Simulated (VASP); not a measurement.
Given:

```xyz
2
Lattice="0.0000 2.1563 2.1563 2.1563 0.0000 2.1563 2.1563 2.1563 0.0000" Properties=species:S:1:pos:R:3 pbc="T T T"
Ru     0.0000     0.0000     0.0000
B      2.1563     2.1563     2.1563
```

Method: LDA (Ceperley-Alder, Perdew-Zunger), VASP's LDA PAW potentials (set 64) (plane waves; VASP). Run with 520 eV cut-off, 16×16×16 Γ-centred mesh, tetrahedra with Blöchl corrections, potentials Ru_pv B.

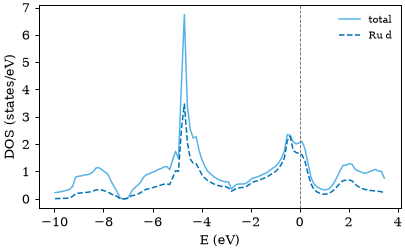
*Total and projected density of states, zero at the Fermi level*

Within 2 eV below the Fermi level the largest weight inside VASP's projection spheres is Ru d.

It has no gap at this level: it comes out as a metal or semimetal.

The structure was generated: RuB was put into the rock salt type (Fm-3m), which need not be its known phase. It was relaxed first, which changed the volume by -35 %. The electron count is odd and the run is not spin-polarised, which forces a metal.
